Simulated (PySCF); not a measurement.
The calculation's input:

```
{"job": {"kind": "nmr", "xc": "PBE0", "basis": "pcSseg-1"}, "charge": 0, "multiplicity": 1}
C      2.440082    -0.704490    -0.887348
C      1.539626     0.260757    -0.906833
C      0.327008     0.317071    -0.012954
C      0.687742     0.145410     1.453200
O     -0.062388     0.383309     2.355459
C     -0.632122    -0.843520    -0.358309
Si    -2.309167    -0.923791     0.559562
C     -0.382895     1.665110    -0.138684
Cl    -1.041120     1.920651    -1.761153
Cl     0.757260     2.981760     0.246761
H      3.279247    -0.698795    -1.560461
H      2.382938    -1.543240    -0.212706
H      1.634204     1.071311    -1.614655
H      1.702243    -0.251355     1.630806
H     -0.819929    -0.801280    -1.432895
H     -0.092160    -1.775369    -0.179903
H     -2.138056    -1.074144     1.998112
H     -3.111239     0.254780     0.233749
H     -2.959522    -2.117080     0.012852
H     -1.206898     1.743580     0.572364
```

Run with:

```sh
OMP_NUM_THREADS=1 python probes_run.py task.json out
```

Geometry: GFN2-xTB.

Theory: PBE0/pcSseg-1, SCF density, gas phase, non-relativistic (PySCF 2.14.0).

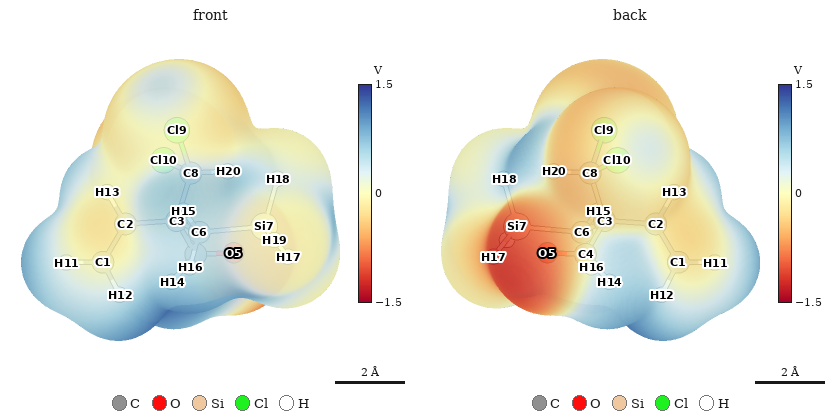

C$_{6}$H$_{10}$Cl$_{2}$OSi (SMILES C=C[C@](C=O)(C[SiH3])C(Cl)Cl). The molecular electrostatic potential painted on the density surface at 0.001 e/bohr³, seen from the front and from behind; the colour scale runs from red (negative) to blue (positive).

> Where is the surface potential most negative and most positive?

The most negative region (about −1.2 V, or −28 kcal/mol for a unit charge) lies over O5, the most positive (about +1.2 V, or +28 kcal/mol for a unit charge) over C4, H12, H14 and H16. Cl9 shows a σ-hole: about +0.4 V, or +9 kcal/mol for a unit charge at the tip opposite its bond, against about −0.1 V on its flanks. Cl10 shows a σ-hole: about +0.3 V at the tip opposite its bond, against about −0.2 V on its flanks. O5 is the likeliest acceptor of a hydrogen bond.

> How polar is the molecule by this calculation?

Its dipole moment is 2.63 D.
